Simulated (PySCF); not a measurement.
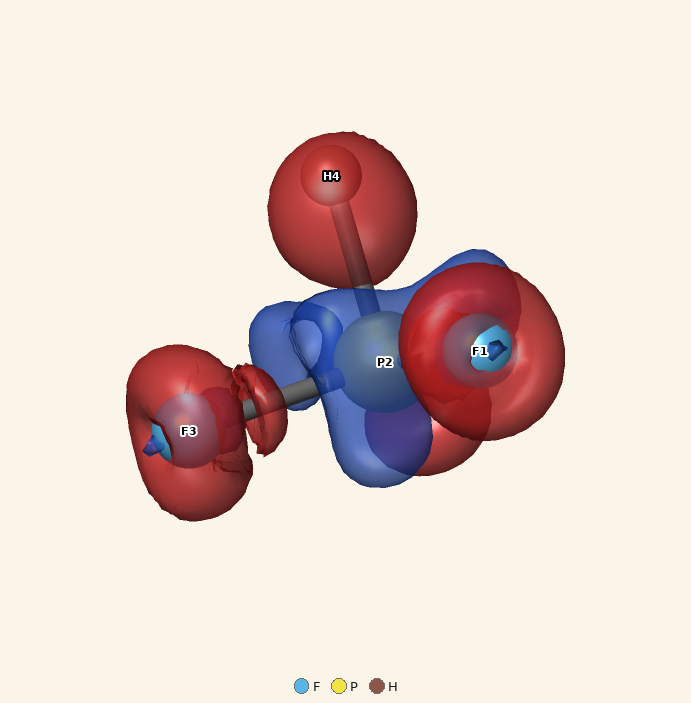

*F2HP, SMILES `FPF`. Deformation density (molecule less spherical, spin-averaged free atoms at the same positions), surfaces at ±0.12 e/Å³; red: gain, blue: loss.*

PySCF calculation, B3LYP/def2-SVPD, gas phase; geometry: GFN2-xTB. No frequency check shows the geometry to be a minimum. GFN2-xTB bond lengths at metals and heavier atoms can be off by up to 0.1 Å and shapes distorted, which carries into these values.

Geometry (Å), atoms numbered from 1:

```
F1       1.1894   -0.5193    0.0166
P2      -0.0000    0.5684   -0.1059
F3      -1.1894   -0.5193    0.0166
H4      -0.0000    0.8209    1.2895
```

Describe the bonding that the map shows.

P2–H4: +0.25 e/Å³ at the bond critical point (bond length 1.42 Å). F1–P2 and P2–F3: −0.07 e/Å³ at the bond critical point (bond length 1.62 Å); up to 0.6 Å beside the axis the gain reaches +0.19 e/Å³. In all, 1.0 electrons gather in the regions of gain relative to the promolecule. A small or negative value marks a very polar bond, one between electron-rich atoms, whose free-atom densities already overlap strongly, a long bond to a heavier atom, or a closed-shell contact such as a hydrogen bond.

Where do the Hirshfeld charges lie?

The highest Hirshfeld charge is on P2 (+0.37 e), the lowest on F1 and F3 (−0.17 e).
